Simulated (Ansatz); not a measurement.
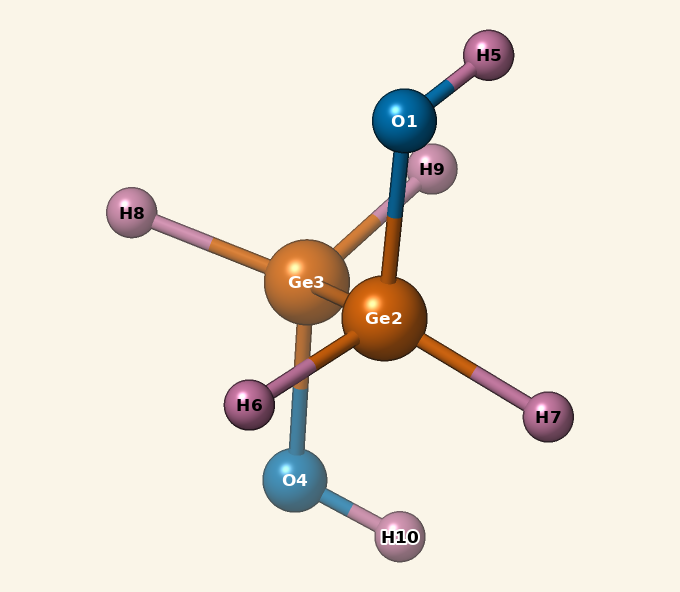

Ge3 lies behind Ge2. The molecule seen a little off the Ge2–Ge3 bond, Ge2 in front. Depth is shown by fading: the farther an atom, the more it takes the colour of the background. The geometry was computed by an optimisation with PBE-D4/def2-SVP. No frequency run is at hand to confirm it as a minimum.

What is the torsion angle O1–Ge2–Ge3–O4? The sign is positive where the front bond must turn clockwise to cover the back bond.

178°, antiperiplanar (anti). The bonds about Ge2–Ge3 are staggered.
